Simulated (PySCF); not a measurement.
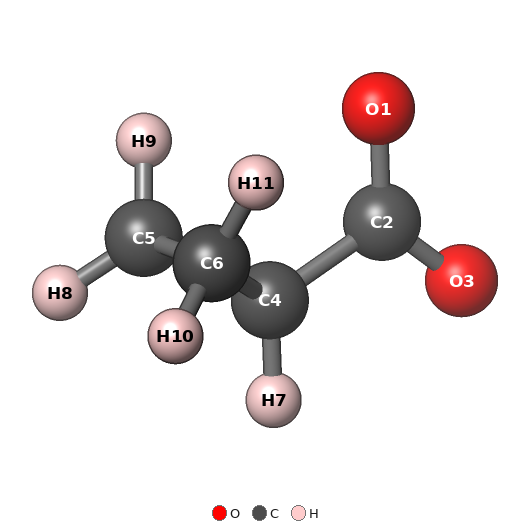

Charge −1, singlet. Computed geometry: PBE0-D3(BJ)/def2-SVP optimisation. No frequency run is at hand to confirm it as a minimum. Method: delta-SCF UKS SCAN, pcX-2 on the ionised atom, pcseg-1 elsewhere, spin-free X2C (PySCF 2.14.0).

Give the core-electron binding energies (to vacuum) of O1 1s, C2 1s, O3 1s, C4 1s, C5 1s.

```
atom  level  binding energy (eV)
  O1     1s                530.6
  C2     1s                287.7
  O3     1s                530.6
  C4     1s                285.7
  C5     1s                286.2
```
